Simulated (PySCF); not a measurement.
## Excited-state calculation, with input and output: CH7ClFOPSi2

System: CH7ClFOPSi2, SMILES CO[Si](F)(Cl)P[SiH3].
Method: TDDFT CAM-B3LYP/def2-SVPD, vertical, gas phase, core orbitals frozen in the response (PySCF 2.14.0).

The geometry comes from this level: PBE0-D3(BJ)/def2-SVP.

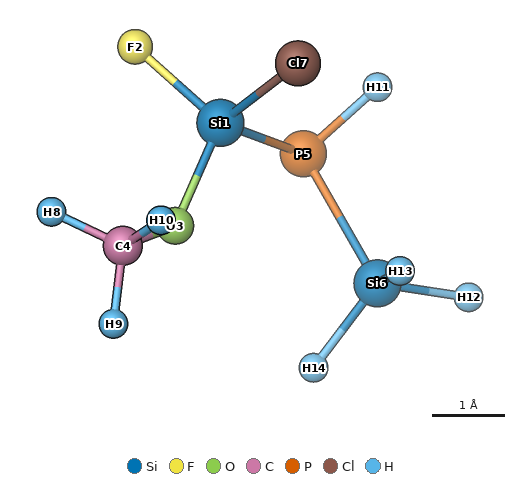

*The structure as given in the input (ball-and-stick view, seen at a tilt; atoms are numbered from 1 in the order of the input).*

**Key numbers**

```tsv
quantity	value
outcome	converged
total energy	−1597.473365 hartree
HOMO	−9.10 eV
LUMO	0.63 eV
dipole moment	1.82 D
mean polarisability	107.66 a.u.
vertical ionisation energy	9.81 eV
lowest singlet excitation	6.28 eV
hardware	1 CPU thread, shared host
wall time	3.2 min
peak memory	1.2 GiB
```

**Input file**
```
{"job": {"kind": "uv", "xc": "CAM-B3LYP", "basis": "def2-SVPD", "nstates": 6, "ntriplets": 2, "ip": true}, "charge": 0, "multiplicity": 1}
Si    -0.618152     1.271742    -0.809353
F     -1.676511     1.850624    -1.885837
O     -0.832490    -0.340572    -0.625580
C     -1.958525    -1.009671    -0.109504
P      1.475446     1.525332    -1.506377
Si     2.305390     0.121723     0.078791
Cl    -1.088408     2.239597     0.949715
H     -2.816144    -0.931723    -0.797642
H     -1.702464    -2.071109     0.014520
H     -2.252792    -0.598993     0.870762
H      1.670600     2.717117    -0.744106
H      3.736919     0.499488     0.272921
H      1.588301     0.215896     1.384490
H      2.219783    -1.264337    -0.458172
```

The first line tells a small driver script what to run in PySCF; the rest is the geometry in Å.

Command:
```bash
OMP_NUM_THREADS=1 python <driver script> task.json out
```

**Log**
```
coarse grid: 14096 points
cycle   1  E = -1597.1536051032  dE =  5.136e-01  |g| = 7.911e-01  |ddm| = 4.926e+00
cycle   2  E = -1597.0926513256  dE =  6.095e-02  |g| = 1.033e+00  |ddm| = 2.437e+00
cycle   3  E = -1597.2782003805  dE = -1.855e-01  |g| = 7.019e-02  |ddm| = 1.083e+00
cycle   4  E = -1597.2792089693  dE = -1.009e-03  |g| = 3.174e-02  |ddm| = 1.645e-01
cycle   5  E = -1597.2794639862  dE = -2.550e-04  |g| = 9.052e-03  |ddm| = 6.271e-02
cycle   6  E = -1597.2794797324  dE = -1.575e-05  |g| = 3.619e-03  |ddm| = 1.370e-02
cycle   7  E = -1597.2794822119  dE = -2.479e-06  |g| = 5.947e-04  |ddm| = 4.510e-03
final grid: 119152 points
cycle   8  E = -1597.4733633181  dE = -1.506e-05  |g| = 2.759e-03  |ddm| = 3.898e-02
cycle   9  E = -1597.4733636614  dE = -3.433e-07  |g| = 2.609e-03  |ddm| = 7.344e-03
cycle  10  E = -1597.4733649790  dE = -1.318e-06  |g| = 3.456e-04  |ddm| = 2.745e-03
cycle  11  E = -1597.4733649985  dE = -1.946e-08  |g| = 1.071e-04  |ddm| = 4.774e-04
cycle  12  E = -1597.4733650010  dE = -2.500e-09  |g| = 1.783e-05  |ddm| = 1.776e-04
cycle  13  E = -1597.4733650011  dE = -9.504e-11  |g| = 4.686e-06  |ddm| = 3.644e-05
```

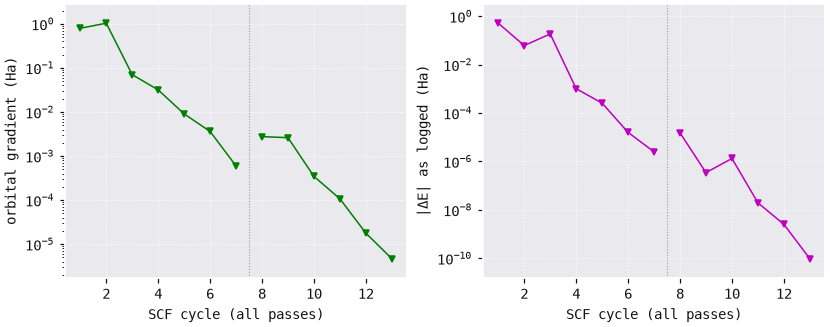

*Convergence of the self-consistent field: orbital gradient and size of the energy change against the SCF cycle. The dotted line marks the change from a coarse to the final integration grid.*

The first 7 cycles use a coarse grid, the final grid takes over at cycle 8, and the field converges after 13 cycles in all.

```
converged SCF energy = -1597.4733650011

Static polarisability (au): isotropic 107.665, principal 97.588 106.445 118.962

Singlet excitations
state   eV       nm        f      main configurations
  1   6.2837    197.3   0.02988   H->L 0.62, H->L+2 0.27
  2   6.7341    184.1   0.06968   H->L+1 0.41, H->L+2 0.33, H->L 0.10
  3   6.8729    180.4   0.04850   H->L+1 0.35, H->L+2 0.28, H->L 0.16
  4   7.4708    166.0   0.05397   H->L+4 0.55, H->L+3 0.12, H-1->L+1 0.09
  5   7.5660    163.9   0.05268   H->L+5 0.34, H-1->L 0.27, H-1->L+2 0.10
  6   7.6343    162.4   0.12349   H->L+5 0.39, H-1->L 0.18, H-1->L+2 0.14

Triplet excitations (Tamm-Dancoff, eV): 5.4915 5.7819
Vertical ionisation energy (delta-SCF) = 9.8098 eV
```

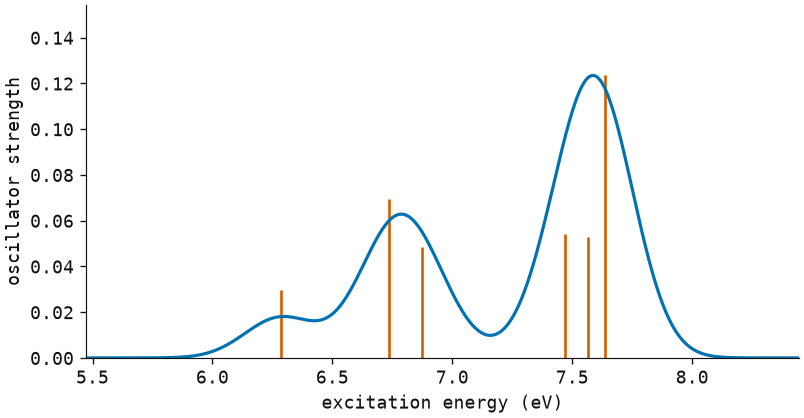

*Computed excitations as sticks (degenerate states added up, dark ones marked on the axis), with a Gaussian envelope of 0.35 eV full width at half maximum, scaled to the tallest.*

Of the 6 states the lowest lies at 6.28 eV (f = 0.030); the strongest line is at 7.63 eV, or 162 nm (f = 0.123).

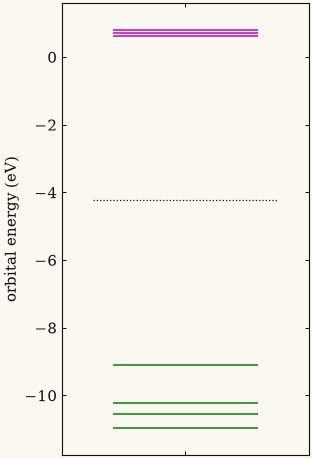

*Orbital energies near the frontier; the dotted line parts filled from empty levels, and levels within 0.02 eV of each other stand side by side.*

Highest filled −9.10 eV, lowest empty 0.63 eV, 9.73 eV apart.
